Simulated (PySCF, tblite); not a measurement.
**CH₁₀NOSi₃ radical, a small gas-phase stand-in for a defect centre (Si site with back bonds O[SiH3], C[SiH3], [H]): EPR parameters**

What EPR parameters should one expect for `[NH][SiH](C[SiH3])O[SiH3]`? It is drawn as: nitrogen radical.

Programs: tblite 0.8.0 and PySCF 2.14.0. All values are calculated, for the isolated system unless a continuum is named. Atoms count from 0, parts from 1.

## 1. The system as given

16 atoms, charge 0, multiplicity 2; geometry: distance geometry start.

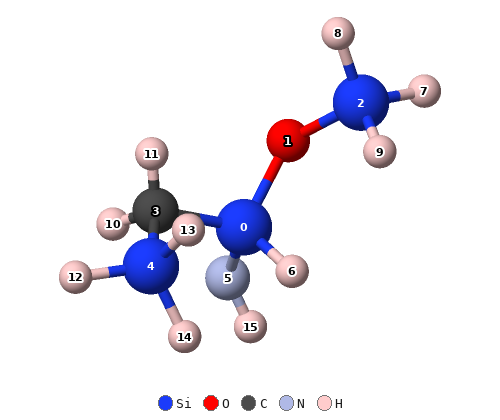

The starting geometry (silicon blue, oxygen red, carbon dark grey, nitrogen light blue, hydrogen pink), atoms numbered.

## 2. Geometry optimisation with GFN2-xTB

Job settings and geometry (Å):

```
{"job": {"kind": "relax", "xc": "GFN2-xTB", "basis": "xTB"}, "charge": 0, "multiplicity": 2}
Si    -0.524887     0.346275    -1.189698
O     -0.670945     0.072342     0.574382
Si     0.659630     0.297164     1.714081
C     -0.297922    -1.250995    -2.058875
Si     1.167179    -1.169676    -3.170418
N     -2.024931     1.175707    -1.799516
H      0.600741     1.209695    -1.447094
H      0.267108     1.251915     2.706132
H      0.950537    -0.935829     2.347105
H      1.812311     0.762907     1.032081
H     -1.147874    -1.462554    -2.588448
H     -0.145015    -2.011918    -1.340288
H      1.030445    -2.136793    -4.196215
H      2.335196    -1.402763    -2.444414
H      1.221075     0.128139    -3.757828
H     -2.073846     2.094493    -2.196272
```

Level: GFN2-xTB geometry optimisation, gas phase.

Run with:

```sh
> OMP_NUM_THREADS=1 python cluster_run.py task.json out
```

This one command runs all jobs of the session in turn.

Output:

```text
step      E/eV     max force
  0    -527.71660    4.503
  1    -528.38723    2.450
  2    -528.70925    1.263
  3    -528.76286    0.700
  4    -528.80989    0.844
  5    -528.86522    0.744
  6    -528.91423    0.723
  7    -528.96663    0.555
  8    -529.00293    0.530
  9    -529.03549    0.528
 10    -529.05264    0.420
 11    -529.07129    0.311
 12    -529.09534    0.407
 13    -529.11685    0.357
 14    -529.13092    0.242
 15    -529.14197    0.258
 16    -529.15227    0.282
 17    -529.16457    0.326
 18    -529.18011    0.429
 19    -529.19154    0.403
 20    -529.20287    0.262
 21    -529.20810    0.171
 22    -529.21294    0.216
 23    -529.21907    0.292
 24    -529.22736    0.302
 25    -529.23426    0.250
 26    -529.24005    0.170
 27    -529.24519    0.239
 28    -529.25079    0.413
 29    -529.25798    0.276
 30    -529.26688    0.211
 31    -529.27131    0.171
 32    -529.27378    0.156
 33    -529.27733    0.135
 34    -529.28041    0.167
 35    -529.28419    0.224
 36    -529.28807    0.261
 37    -529.29122    0.208
 38    -529.29322    0.102
 39    -529.29454    0.100
 40    -529.29571    0.100
 41    -529.29708    0.143
 42    -529.29839    0.127
 43    -529.29941    0.090
 44    -529.30024    0.084
 45    -529.30124    0.095
 46    -529.30271    0.154
 47    -529.30449    0.143
 48    -529.30609    0.102
 49    -529.30746    0.092
 50    -529.30907    0.108
 51    -529.31220    0.151
 52    -529.31612    0.184
 53    -529.32002    0.147
 54    -529.32189    0.183
 55    -529.32448    0.117
 56    -529.32617    0.108
 57    -529.33462    0.184
 58    -529.34043    0.272
 59    -529.34781    0.203
 60    -529.35086    0.213
 61    -529.35526    0.196
 62    -529.35736    0.148
 63    -529.36038    0.173
 64    -529.36511    0.240
 65    -529.37003    0.190
 66    -529.37303    0.150
 67    -529.37465    0.110
 68    -529.37585    0.072
 69    -529.37729    0.076
 70    -529.37850    0.101
 71    -529.37973    0.067
 72    -529.38145    0.080
 73    -529.38324    0.095
 74    -529.38421    0.066
 75    -529.38467    0.065
 76    -529.38497    0.047
 77    -529.38534    0.053
 78    -529.38578    0.045
 79    -529.38611    0.042
 80    -529.38630    0.041
 81    -529.38647    0.036
 82    -529.38674    0.059
 83    -529.38712    0.075
 84    -529.38752    0.062
 85    -529.38780    0.045
 86    -529.38798    0.041
 87    -529.38820    0.040
 88    -529.38856    0.054
 89    -529.38918    0.070
 90    -529.39009    0.079
 91    -529.39110    0.080
 92    -529.39197    0.069
 93    -529.39269    0.074
 94    -529.39345    0.084
 95    -529.39457    0.093
 96    -529.39623    0.123
 97    -529.39813    0.112
 98    -529.39985    0.104
 99    -529.40145    0.109
100    -529.40278    0.095
101    -529.40426    0.121
102    -529.40610    0.114
103    -529.40823    0.095
104    -529.40928    0.081
105    -529.41054    0.095
106    -529.41215    0.099
107    -529.41354    0.095
108    -529.41434    0.124
109    -529.41497    0.072
110    -529.41565    0.051
111    -529.41640    0.067
112    -529.41724    0.068
113    -529.41816    0.064
114    -529.41857    0.040
115    -529.41889    0.040
116    -529.41913    0.038
117    -529.41938    0.042
118    -529.41964    0.037
119    -529.41995    0.037
120    -529.42029    0.045
121    -529.42065    0.049
122    -529.42101    0.049
123    -529.42139    0.051
124    -529.42183    0.069
125    -529.42234    0.082
126    -529.42289    0.066
127    -529.42339    0.059
128    -529.42376    0.047
129    -529.42416    0.058
130    -529.42466    0.063
131    -529.42532    0.055
132    -529.42595    0.065
133    -529.42667    0.079
134    -529.42733    0.073
135    -529.42800    0.054
136    -529.42866    0.067
137    -529.42943    0.071
138    -529.43018    0.090
139    -529.43082    0.078
140    -529.43123    0.053
141    -529.43164    0.047
142    -529.43201    0.053
143    -529.43240    0.060
144    -529.43275    0.070
145    -529.43309    0.067
146    -529.43331    0.037
147    -529.43339    0.014
148    -529.43343    0.015
149    -529.43347    0.015
150    -529.43352    0.016
151    -529.43357    0.014
152    -529.43360    0.014
153    -529.43365    0.020
154    -529.43371    0.028
155    -529.43383    0.034
156    -529.43398    0.037
157    -529.43413    0.029
158    -529.43424    0.024
159    -529.43435    0.029
160    -529.43447    0.033
161    -529.43462    0.033
162    -529.43479    0.033
163    -529.43499    0.035
164    -529.43522    0.055
165    -529.43553    0.072
166    -529.43595    0.075
167    -529.43653    0.068
168    -529.43715    0.071
169    -529.43772    0.073
170    -529.43802    0.064
171    -529.43844    0.064
172    -529.43878    0.046
173    -529.43933    0.048
174    -529.43950    0.040
175    -529.43982    0.036
176    -529.44005    0.033
177    -529.44032    0.033
178    -529.44046    0.033
179    -529.44055    0.027
180    -529.44063    0.022
181    -529.44070    0.021
182    -529.44074    0.021
183    -529.44079    0.018
184    -529.44084    0.018
185    -529.44089    0.015
186    -529.44092    0.012
187    -529.44095    0.012
188    -529.44097    0.012
189    -529.44099    0.009
190    -529.44100    0.009
191    -529.44100    0.006
```

Run time: 4.2 s. Hardware: 1 thread of Arm Neoverse V2, shared host.

Relaxation path:

```
step  energy from step 0 (eV)  largest force (eV/Å)
   0                   0.0000                4.5035
   8                  -1.2863                0.5300
  16                  -1.4357                0.2816
  24                  -1.5108                0.3024
  32                  -1.5572                0.1566
  40                  -1.5791                0.1000
  48                  -1.5895                0.1021
  56                  -1.6096                0.1085
  64                  -1.6485                0.2407
  72                  -1.6649                0.0798
  80                  -1.6697                0.0404
  88                  -1.6720                0.0542
  96                  -1.6796                0.1229
 104                  -1.6927                0.0814
 112                  -1.7006                0.0682
 120                  -1.7037                0.0452
 128                  -1.7072                0.0467
 136                  -1.7121                0.0667
 144                  -1.7162                0.0702
 152                  -1.7170                0.0143
 160                  -1.7179                0.0325
 168                  -1.7206                0.0710
 176                  -1.7235                0.0331
 184                  -1.7242                0.0183
 191                  -1.7244                0.0062
```

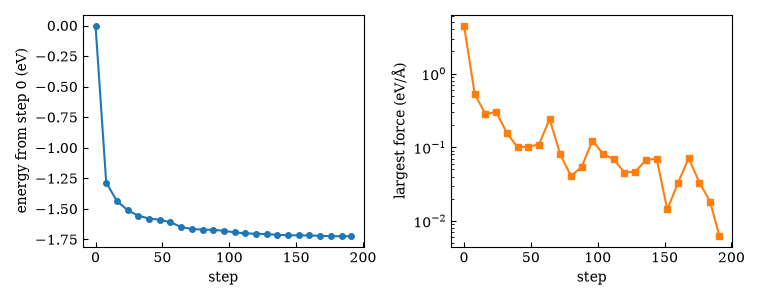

Energy and largest force along the relaxation.

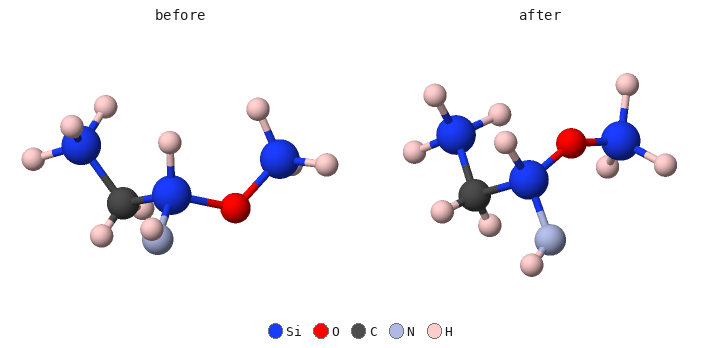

Before and after, at one scale.

Close pairs (by a distance rule), those that changed most:

```
   bond  before (Å)  after (Å)  change (Å)
 Si0–O1       1.791      1.622      -0.169
 Si0–N5       1.819      1.658      -0.161
 O1–Si2       1.766      1.616      -0.150
 Si0–C3       1.833      1.969      +0.136
Si4–H13       1.395      1.459      +0.064
 C3–H10       1.024      1.086      +0.062
Si4–H12       1.416      1.472      +0.056
 C3–Si4       1.841      1.893      +0.052
```

## 3. Optimising the geometry at PBE0-D3(BJ)/def2-SVP

Job settings and geometry (Å):

```
{"job": {"xc": "PBE0", "basis": "def2-SVP", "d3": "d3bj", "grid": 2, "kind": "geom", "shake": 0.01}, "charge": 0, "multiplicity": 2}
Si    -0.715719     1.067380    -0.221809
O      0.367379     0.959029     0.948832
Si     0.706051     0.383379     2.409380
C     -0.646772    -0.600928    -1.227748
Si     1.100080    -1.153755    -1.562659
N     -2.296110     1.010072     0.336858
H     -0.087394     2.077761    -1.093408
H     -0.068673     1.079727     3.412159
H      0.479205    -1.053008     2.462185
H      2.149852     0.685174     2.548206
H     -1.250260    -0.438090    -2.129372
H     -1.212839    -1.339640    -0.631746
H      0.952956    -2.378596    -2.342714
H      1.806401    -1.413370    -0.304690
H      1.794804    -0.155314    -2.360956
H     -3.090412     1.258864    -0.220373
```

Output:

```text
step   0  E = -1041.63160064  max force = 0.049004
step   1  E = -1041.64828722  max force = 0.013880
step   2  E = -1041.64987924  max force = 0.007305
step   3  E = -1041.65066115  max force = 0.001865
step   4  E = -1041.65076967  max force = 0.001236
step   5  E = -1041.65089398  max force = 0.001248
step   6  E = -1041.65096618  max force = 0.001302
step   7  E = -1041.65111482  max force = 0.001765
step   8  E = -1041.65119367  max force = 0.001157
step   9  E = -1041.65125614  max force = 0.000537
step  10  E = -1041.65127400  max force = 0.000439
step  11  E = -1041.65129005  max force = 0.000491
step  12  E = -1041.65130211  max force = 0.000546
step  13  E = -1041.65131068  max force = 0.000314
optimisation converged
```

Wall time 4.8 min (1 thread of Arm Neoverse V2, shared host); peak memory 0.82 GiB.

Relaxation path:

```
step  energy from step 0 (eV)  largest force component (eV/Å)
   0                   0.0000                          2.5199
   1                  -0.4541                          0.7137
   2                  -0.4974                          0.3756
   3                  -0.5187                          0.0959
   4                  -0.5216                          0.0636
   5                  -0.5250                          0.0642
   6                  -0.5270                          0.0670
   7                  -0.5310                          0.0908
   8                  -0.5332                          0.0595
   9                  -0.5349                          0.0276
  10                  -0.5353                          0.0226
  11                  -0.5358                          0.0252
  12                  -0.5361                          0.0281
  13                  -0.5363                          0.0161
```

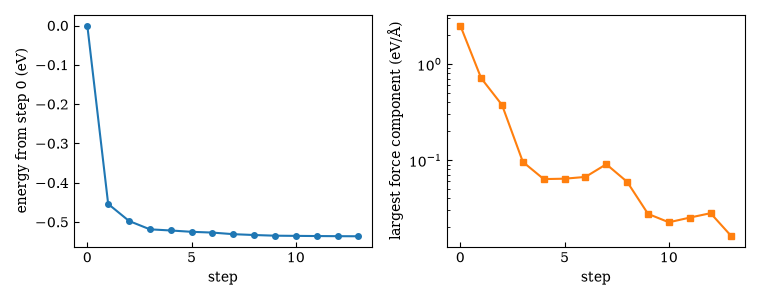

Energy and largest force along the relaxation.

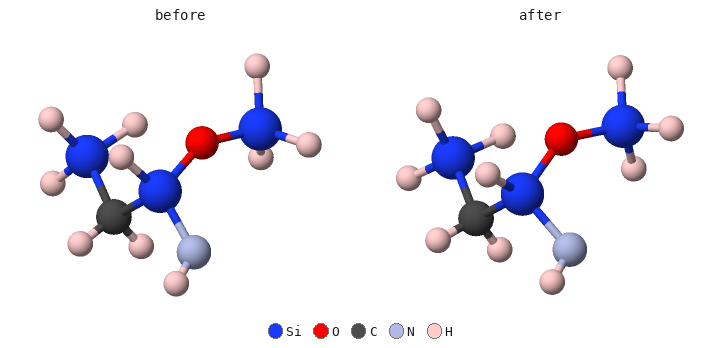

The geometry before (left) and after (right).

Distances of close pairs at the start and the end, largest changes first:

```
   bond  before (Å)  after (Å)  change (Å)
 Si0–N5       1.677      1.756      +0.079
 Si0–C3       1.949      1.873      -0.077
 Si0–O1       1.599      1.656      +0.057
 O1–Si2       1.606      1.663      +0.057
 Si2–H7       1.446      1.492      +0.046
 Si2–H8       1.455      1.494      +0.039
Si4–H14       1.455      1.494      +0.039
Si4–H12       1.460      1.496      +0.036
```

The end geometry stands in the next job.

```
                         at the end point                value
  point group (found at 0.08 Å tolerance)                   C1
rotational constants (GHz, main isotopes)  2.105, 1.305, 0.896
                        dipole moment (D)                 2.00
                                     ⟨S²⟩                0.754
```

## 4. g tensor and hyperfine couplings: B3LYP/IGLO-III+pcH-1

Job settings and geometry (Å):

```
{"job": {"kind": "epr"}, "charge": 0, "multiplicity": 2}
Si    -0.743139     0.997440    -0.296227
O      0.479851     0.980202     0.819948
Si     0.774048     0.432376     2.362670
C     -0.672913    -0.574076    -1.312218
Si     1.089030    -1.208735    -1.548011
N     -2.258967     1.013065     0.590474
H     -0.550304     2.205163    -1.150338
H      0.246515     1.397371     3.370271
H      0.137885    -0.902651     2.577507
H      2.250121     0.305377     2.524261
H     -1.140562    -0.402360    -2.296354
H     -1.254295    -1.362477    -0.803580
H      1.103042    -2.323492    -2.545387
H      1.630555    -1.724377    -0.255539
H      1.978843    -0.116848    -2.046440
H     -3.080480     1.272351     0.030750
```

With the program's defaults for keys left out, this is: UKS B3LYP, IGLO-III on C N O Si, pcH-1 on H, non-relativistic, mean-field spin-orbit, GIAO.

Output:

```text
UKS, coarse grid
  cycle   1  E = -1042.63770138  |g| = 6.67e-01
  cycle   2  E = -1042.26640165  |g| = 1.18e+00
  cycle   3  E = -1042.78906639  |g| = 1.41e-01
  cycle   4  E = -1042.79547721  |g| = 6.65e-02
  cycle   5  E = -1042.79743518  |g| = 1.22e-02
  cycle   6  E = -1042.79750364  |g| = 3.85e-03
  cycle   7  E = -1042.79751101  |g| = 2.28e-03
  cycle   8  E = -1042.79751293  |g| = 7.05e-04
UKS, final grid
  cycle   1  E = -1042.79749768  |g| = 9.55e-04
  cycle   2  E = -1042.79749713  |g| = 1.49e-03
  cycle   3  E = -1042.79749822  |g| = 1.32e-04
  cycle   4  E = -1042.79749824  |g| = 8.32e-05
  cycle   5  E = -1042.79749827  |g| = 6.61e-05
  cycle   6  E = -1042.79749828  |g| = 2.68e-05
E = -1042.79749828 Eh   <S^2> = 0.7537 (exact 0.7500)
g shifts (ppm)      1          2          3
  rmc          -195       -195       -195
  gc            -10         40         35
  oz_so         109       1699       7311
  total         -96       1544       7151
hyperfine (MHz)  atom isotope    a_iso     a_fc   dipolar eigenvalues
    0  29Si      44.62      44.70     -1.35     -0.88      2.23
    1   17O       1.24       1.24     -1.27      0.41      0.86
    2  29Si       0.29       0.29     -0.58      0.21      0.37
    3   13C      26.96      26.97     -5.42     -5.03     10.45
    4  29Si      -6.97      -6.98     -3.54      1.61      1.93
    5   14N      26.26      26.16    -40.84    -40.08     80.92
    6    1H      43.95      43.95     -3.47     -2.56      6.03
    7    1H      -0.06      -0.06     -1.36     -1.30      2.66
    8    1H       0.24       0.24     -1.45     -1.37      2.82
    9    1H       0.28       0.28     -0.62     -0.57      1.19
   10    1H      -3.30      -3.29     -3.76     -1.14      4.90
   11    1H       0.05       0.06     -5.33     -1.00      6.33
   12    1H       9.00       9.00     -0.72     -0.36      1.08
   13    1H      -0.56      -0.56     -0.92     -0.58      1.50
   14    1H      -0.18      -0.18     -0.84     -0.49      1.34
   15    1H     -56.20     -56.36    -50.27     -8.17     58.44
```

Wall time 97 s (1 thread of Arm Neoverse V2, shared host); peak memory 1.4 GiB.

Principal g values 2.00222, 2.00386, 2.00947; g(iso) = 2.00519, against 2.00232 for a free electron.

Hyperfine couplings, nucleus by nucleus at this fixed geometry (no averaging over rotations):

```
nuclei  isotope  a(iso) (MHz)  a(iso) (G, at g = 2.0023)  largest dipolar term (MHz)
   H15       1H         -56.2                      -20.1                        58.4
   Si0     29Si          44.6                       15.9                         2.2
    H6       1H          43.9                       15.7                         6.0
    C3      13C          27.0                        9.6                        10.4
    N5      14N          26.3                        9.4                        80.9
   H12       1H           9.0                        3.2                         1.1
   Si4     29Si          -7.0                       -2.5                        -3.5
   H10       1H          -3.3                       -1.2                         4.9
    O1      17O           1.2                        0.4                        -1.3
   H13       1H          -0.6                       -0.2                         1.5
   Si2     29Si           0.3                        0.1                        -0.6
    H9       1H           0.3                        0.1                         1.2
    H8       1H           0.2                        0.1                         2.8
   H14       1H          -0.2                       -0.1                         1.3
```

Mulliken spin populations:

Si0 -0.03; O1 0.00; Si2 0.00; C3 0.05; Si4 0.01; N5 0.98; H6 0.02; H7 0.00; H8 0.00; H9 0.00; H10 0.00; H11 0.00; H12 0.00; H13 0.00; H14 0.00; H15 -0.04

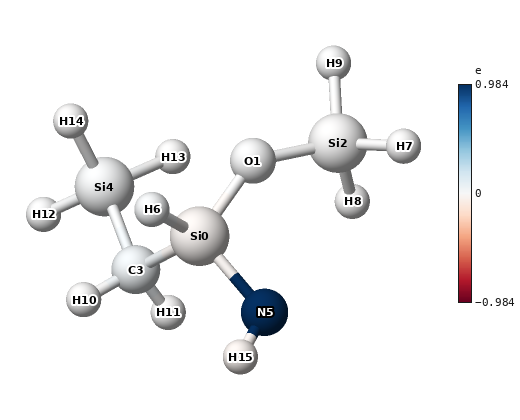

Mulliken spin populations, as colours on the atoms.

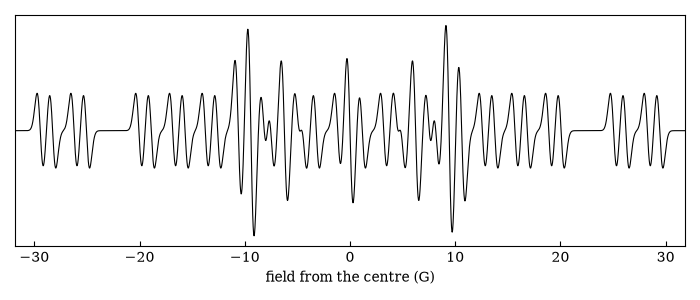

First-order isotropic spectrum (first derivative, main isotopes with spin only, couplings over 0.8 MHz, Gaussian width 0.3 G; couplings of the frozen geometry, rotation of groups not averaged beyond the rows shown).

## 5. g tensor and hyperfine couplings: BHandHLYP/IGLO-III+pcH-1

Same as in step 4 but for these lines:

```diff
@@ -1,2 +1,2 @@
-{"job": {"kind": "epr"}, "charge": 0, "multiplicity": 2}
+{"job": {"kind": "epr", "xc": "BHandHLYP"}, "charge": 0, "multiplicity": 2}
 Si    -0.743139     0.997440    -0.296227
```

With the program's defaults for keys left out, this is: UKS BHandHLYP, IGLO-III on C N O Si, pcH-1 on H, non-relativistic, mean-field spin-orbit, GIAO.

Output:

```text
UKS, coarse grid
  cycle   1  E = -1042.50235775  |g| = 5.51e-01
  cycle   2  E = -1042.47095577  |g| = 6.70e-01
  cycle   3  E = -1042.62981614  |g| = 6.67e-02
  cycle   4  E = -1042.63235621  |g| = 3.32e-02
  cycle   5  E = -1042.63301718  |g| = 8.43e-03
  cycle   6  E = -1042.63311446  |g| = 3.50e-03
  cycle   7  E = -1042.63313452  |g| = 1.48e-03
  cycle   8  E = -1042.63313656  |g| = 7.67e-04
UKS, final grid
  cycle   1  E = -1042.63312925  |g| = 6.96e-04
  cycle   2  E = -1042.63312966  |g| = 6.67e-04
  cycle   3  E = -1042.63313000  |g| = 2.38e-04
  cycle   4  E = -1042.63313050  |g| = 1.57e-04
  cycle   5  E = -1042.63313066  |g| = 1.12e-04
  cycle   6  E = -1042.63313081  |g| = 5.67e-05
  cycle   7  E = -1042.63313083  |g| = 2.38e-05
  cycle   8  E = -1042.63313083  |g| = 1.04e-05
E = -1042.63313083 Eh   <S^2> = 0.7548 (exact 0.7500)
g shifts (ppm)      1          2          3
  rmc          -196       -196       -196
  gc            -12         40         36
  oz_so          93       1634       8038
  total        -115       1478       7877
hyperfine (MHz)  atom isotope    a_iso     a_fc   dipolar eigenvalues
    0  29Si      50.24      50.33     -1.69     -0.48      2.16
    1   17O       1.24       1.24     -1.04      0.28      0.76
    2  29Si       0.27       0.27     -0.60      0.23      0.37
    3   13C      25.17      25.19     -4.17     -3.74      7.91
    4  29Si      -5.72      -5.73     -2.54      1.13      1.41
    5   14N      35.35      35.23    -41.14    -40.39     81.54
    6    1H      33.38      33.38     -3.51     -2.77      6.29
    7    1H      -0.06      -0.06     -1.40     -1.32      2.72
    8    1H       0.11       0.10     -1.48     -1.40      2.88
    9    1H       0.14       0.14     -0.62     -0.58      1.20
   10    1H      -3.01      -3.01     -3.30     -1.38      4.68
   11    1H       1.00       1.00     -4.92     -1.40      6.32
   12    1H       5.62       5.62     -0.62     -0.40      1.02
   13    1H      -0.44      -0.44     -0.84     -0.62      1.46
   14    1H      -0.13      -0.13     -0.76     -0.52      1.28
   15    1H     -65.37     -65.54    -52.29     -8.53     60.82
```

Run time: 1.9 min. Hardware: 1 thread of Arm Neoverse V2, shared host; peak memory 1.5 GiB.

In short: g(iso) 2.00540.

## 6. Run by run: EPR parameters

g, ⟨S²⟩ and isotropic hyperfine couplings (MHz), with basis size and wall time:

```
                     run   g(iso)   ⟨S²⟩  1H H15  29Si Si0  1H H6  13C C3  14N N5  functions     time
    B3LYP/IGLO-III+pcH-1  2.00519  0.754   -56.2      44.6   43.9    27.0    26.3        337     97 s
BHandHLYP/IGLO-III+pcH-1  2.00540  0.755   -65.4      50.2   33.4    25.2    35.3        337  1.9 min
```

## 7. What came out

| quantity | value |
| --- | --- |
| point group | C1 |
| rotational constants (main isotopes) | 2.10, 1.31, 0.90 GHz |
| g(iso) (B3LYP) | 2.00519 |
| ⟨S²⟩ | 0.754 (exact 0.75) |
| largest a(iso) | 1H on H15, -56.2 MHz |

**Reading.** The start of the PBE0/def2-SVP relaxation was shaken at random by about 0.01 Å, so part of the energy gained, and of the first lengths quoted, undoes that. Over 13 steps the energy fell by 0.536 eV; of the close pairs, Si0–N5 changed most, 1.677 to 1.756 Å (PBE0/def2-SVP). N5 carries the largest spin population, 0.98 e. The isotropic g lies 2.9 ppt above the free-electron value. The coupling of 1H on H15 runs from -65.4 (BHandHLYP/IGLO-III+pcH-1) to -56.2 MHz (B3LYP/IGLO-III+pcH-1). A capped cluster stands for the solid here, so long-range fields and strain are missing, and bands or shifts of the capping hydrogens have no counterpart in it.
